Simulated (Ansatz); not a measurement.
CH7ClP2Si

The calculation's input:

```
crystal:
  periodic: [false, false, false]
  atoms:
    - { symbol: P, position_ang: [1.8044, 1.1706, 0.5395] }
    - { symbol: Si, position_ang: [0.0262, 0.2415, -0.4129] }
    - { symbol: P, position_ang: [-1.7758, 1.3326, 0.2886] }
    - { symbol: C, position_ang: [-0.0777, -1.5633, -0.1011] }
    - { symbol: Cl, position_ang: [-0.1223, -1.9186, 1.6411] }
    - { symbol: H, position_ang: [1.5909, 0.6611, 1.8424] }
    - { symbol: H, position_ang: [2.7497, 0.1842, 0.1751] }
    - { symbol: H, position_ang: [0.1315, 0.4995, -1.8707] }
    - { symbol: H, position_ang: [-2.6589, 0.91, -0.7315] }
    - { symbol: H, position_ang: [-1.4765, 2.5779, -0.3113] }
    - { symbol: H, position_ang: [-0.9765, -2.0017, -0.5444] }
    - { symbol: H, position_ang: [0.7849, -2.0938, -0.5146] }
basis:
  gaussian:
    orbitals: cc-pVDZ
hamiltonian:
  xc: lda
output:
  orbitals: {}
  forces: true
```

Launched as:

```sh
python
```

Not at a stationary point (largest force 1.7 eV/Å).

Level of theory: SCF LDA, Gaussian basis (Ansatz 0.2.0).

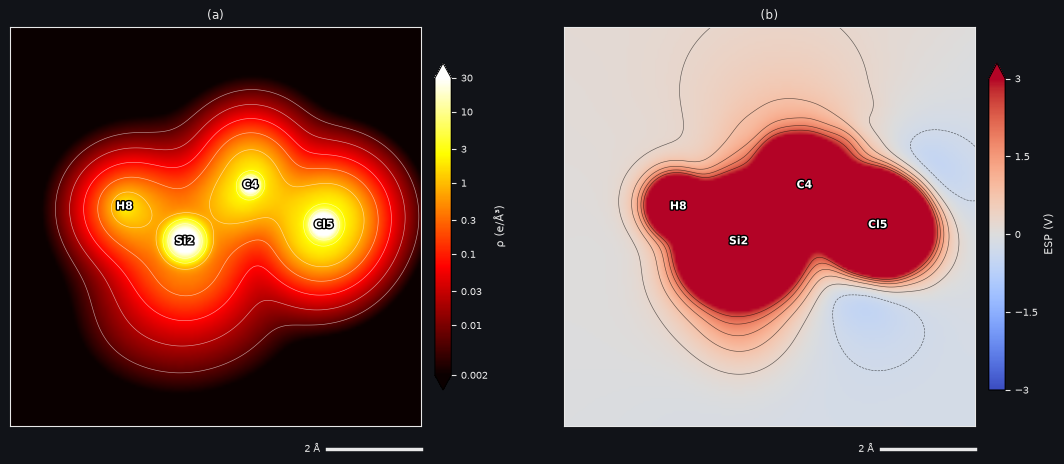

Figure 1. (a) electron density; (b) electrostatic potential on the plane of atoms C4, Si2 and H8.

Describe what can be read from this map.

The section cuts through Si, C, Cl and H sites. C–Cl (1.78 Å): ρ at the midpoint is about 1.3 e/Å³. C–Si (1.83 Å): ρ is about 0.97 e/Å³ halfway. Si–H (1.48 Å): ρ is about 0.74 e/Å³ halfway. Outside the dense part of the molecule the potential is most negative (−0.5 V) near Cl5.

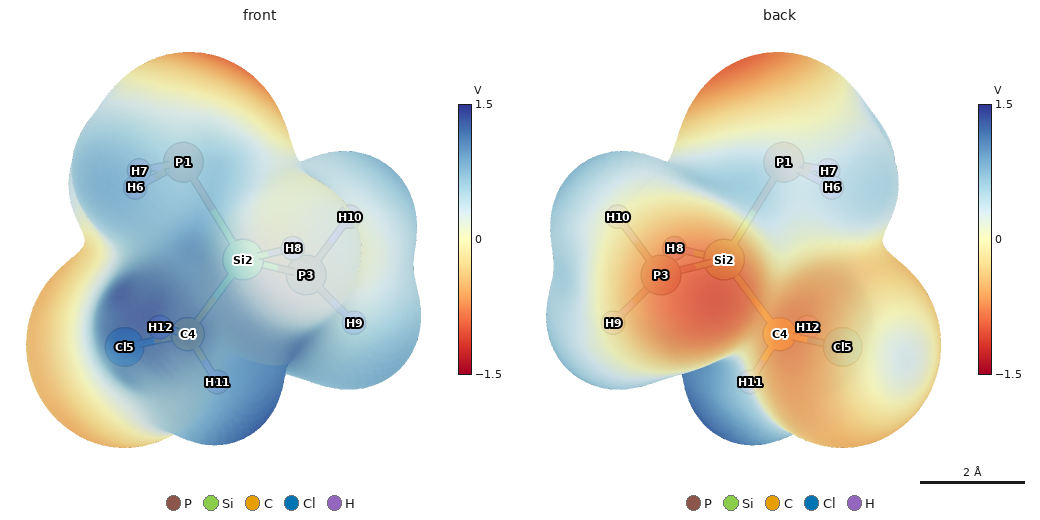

Figure 2. The molecular electrostatic potential painted on the density surface at 0.002 e/bohr³, seen from the front and from behind; red is negative and blue positive.

Which sites attract a positive test charge, and which a negative one?

A positive charge is drawn to the negative regions and a negative charge to the positive ones. The most negative region (about −1.0 V) lies over P3, the most positive (about +1.3 V) over H11 and H12. Cl5 shows a σ-hole: about +0.3 V at the tip opposite its bond, against about −0.4 V on its flanks.

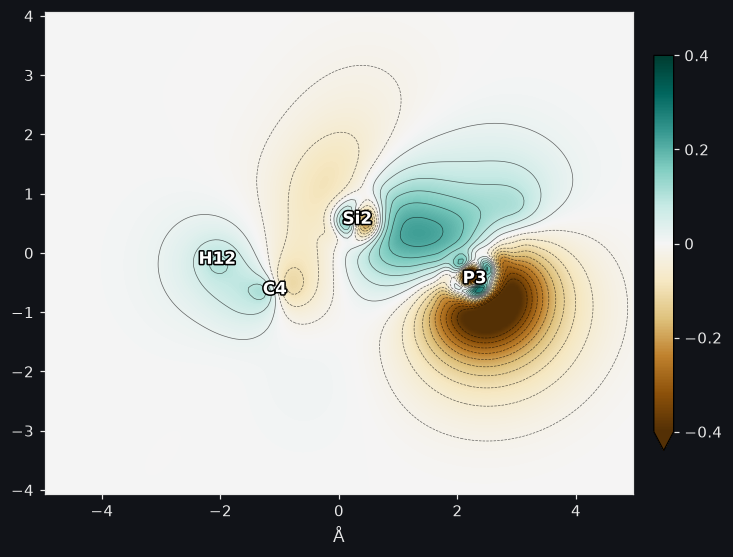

Figure 3. One frontier orbital on the plane of atoms Si2, C4 and H12 (values in Å⁻³ᐟ²; the overall sign is arbitrary).

Which orbital is it: HOMO or LUMO?

The HOMO, at −6.13 eV. Its weight (Hirshfeld) is mainly on P3 (about 65 %), Si2 (about 10 %) and P1 (about 10 %).
